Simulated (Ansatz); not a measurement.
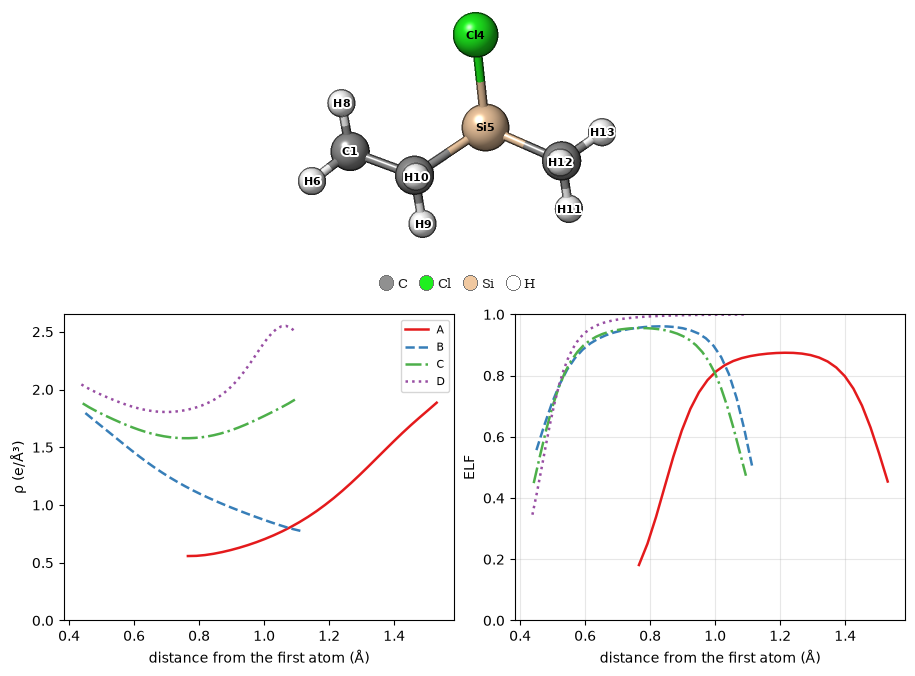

The picture shows: C₃H₈ClSi (SMILES CC[Si](C)Cl) (doublet). Total electron density and electron localisation function along straight lines between neighbouring atoms. The curves leave out the atomic cores. The structure is drawn too.

Geometry: B3LYP/6-31G*.

The calculation used isolated molecule in a Gaussian basis; Kohn-Sham density functional theory, functional PBE0 (Ansatz 0.2.0).

Input file:

```
crystal:
  periodic: [false, false, false]
  atoms:
    - {symbol: C, position_ang: [-1.054485, 1.510812, -2.250788]}
    - {symbol: C, position_ang: [-0.419736, 0.571433, -1.213965]}
    - {symbol: C, position_ang: [1.894498, -1.376112, -0.366736]}
    - {symbol: Cl, position_ang: [2.628977, 1.226499, -2.151995]}
    - {symbol: Si, position_ang: [1.200977, -0.274041, -1.743388]}
    - {symbol: H, position_ang: [-1.971221, 1.967076, -1.858955]}
    - {symbol: H, position_ang: [-1.316971, 0.974058, -3.169421]}
    - {symbol: H, position_ang: [-0.369911, 2.320583, -2.524022]}
    - {symbol: H, position_ang: [-1.120414, -0.231975, -0.944897]}
    - {symbol: H, position_ang: [-0.207663, 1.118067, -0.282438]}
    - {symbol: H, position_ang: [1.186457, -2.180584, -0.135040]}
    - {symbol: H, position_ang: [2.065422, -0.792468, 0.547097]}
    - {symbol: H, position_ang: [2.843942, -1.831089, -0.665106]}
basis:
  gaussian:
    orbitals: def2-SVPD
hamiltonian:
  xc: pbe0
output: {forces: true, orbitals: {seedname: orbitals}}
magnetization:
  spin_polarized: true
  initial_magnetization: 1
```

Command:

```sh
ansatz run input.yaml --threads 2 --pin off --max-ram 4350MiB --events-out events.jsonl --progress --plain --runs-dir runs
```

Which curve belongs to which contact (C–C, C–H, C–Si and Si–Cl)? The first atom named is at distance zero.

Curve A: Si–Cl (2.11 Å): ρ at the midpoint is about 0.77 e/Å³; the ELF peaks at about 0.85 between the atoms, as expected for a polar covalent bond. Curve B: C–Si (1.89 Å): the density is about 0.92 e/Å³ at the midpoint; the ELF peaks at about 0.95 between the atoms, as expected for a covalent bond. Curve C: C–C (1.54 Å): ρ at the midpoint is about 1.6 e/Å³; the ELF peaks at about 0.95 between the atoms: a covalent bond. Curve D: C–H (1.09 Å): the density is about 1.9 e/Å³ at the midpoint; the ELF climbs to about 1 towards the hydrogen, as it does in any bond to H (a covalent bond by its length).
